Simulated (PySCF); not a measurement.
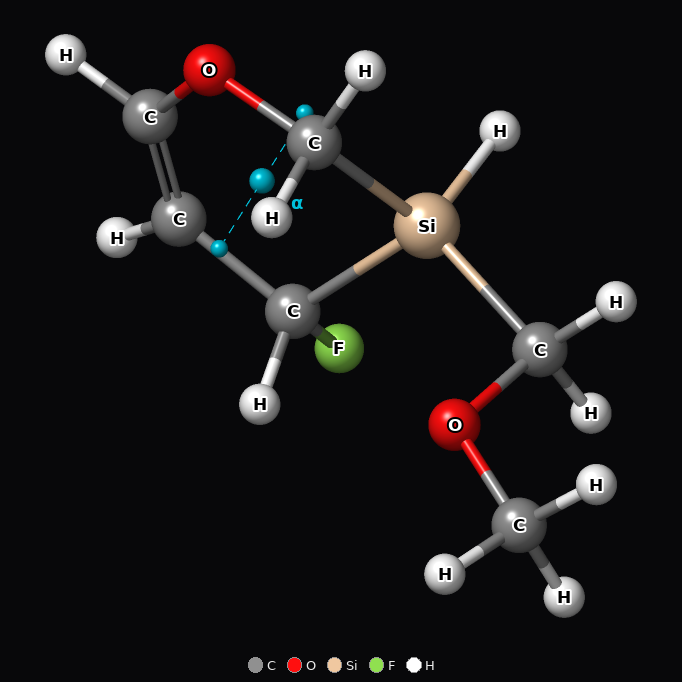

The small points mark where nucleus-independent chemical shifts (NICS) were computed: at the centre of each lettered ring and 1 Å above and below it. Computed geometry: GFN2-xTB optimisation. No frequency run is at hand to confirm it as a minimum. Level of theory: GIAO PBE0/pcSseg-1 NMR shielding, non-relativistic, gas phase (PySCF 2.14.0).

Give NICS(0), NICS(1) and the out-of-plane component NICS(1)zz for each ring (means of the two sides).

```tsv
ring	members	NICS(0)	NICS(1)	NICS(1)zz
α	C4OSi	−1.1	−1.6	2.6
```

Values in ppm.

Question. What do the values say about the ring currents?

Answer. Ring α: weak, as in a non-aromatic ring. NICS is one index among several.

The geometry is semi-empirical. Around Si such bond lengths and angles can be off by a tenth of an ångström or more and by several degrees, and values that hang on the shape move with them.
